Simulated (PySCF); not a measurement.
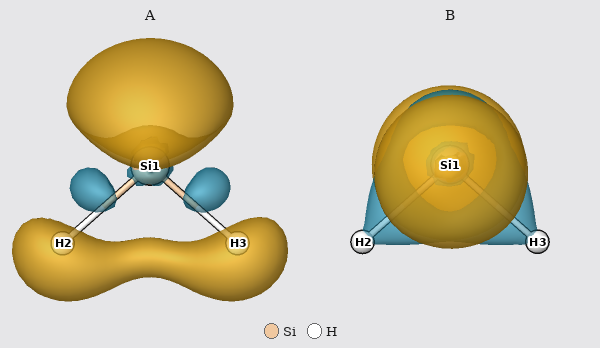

*H₂Si, SMILES `[SiH2]`. The two Fukui functions at ±0.04 e/Å³ (yellow positive, teal negative).*

Method: PBE/def2-SVP; geometry: GFN2-xTB; program: PySCF. This is a single-reference result, which may miss multireference character in this system. No frequency check shows the geometry to be a minimum.

Question: Which panel is f⁻ (electron removed) and which f⁺ (electron added)?

Answer: A is f⁻, B is f⁺. f⁻ (Hirshfeld-condensed) is largest on Si1 (0.71); the vertical ionisation energy is 9.13 eV. f⁺ (Hirshfeld-condensed) is largest on Si1 (0.81); the vertical electron affinity is 0.77 eV (the stability of the anion's solution wasn't checked; the anion's highest orbital has positive energy, so this value and f⁺ depend on the basis).

Question: What chemical potential and hardness follow from the two energies?

Answer: μ = −(I + A)/2 = −4.95 eV and η = I − A = 8.36 eV.

Run time: 13 s on 1 thread of Intel(R) Xeon(R) Platinum 8375C CPU @ 2.90GHz (Ice Lake), on a shared host, peak memory 0.21 GiB.
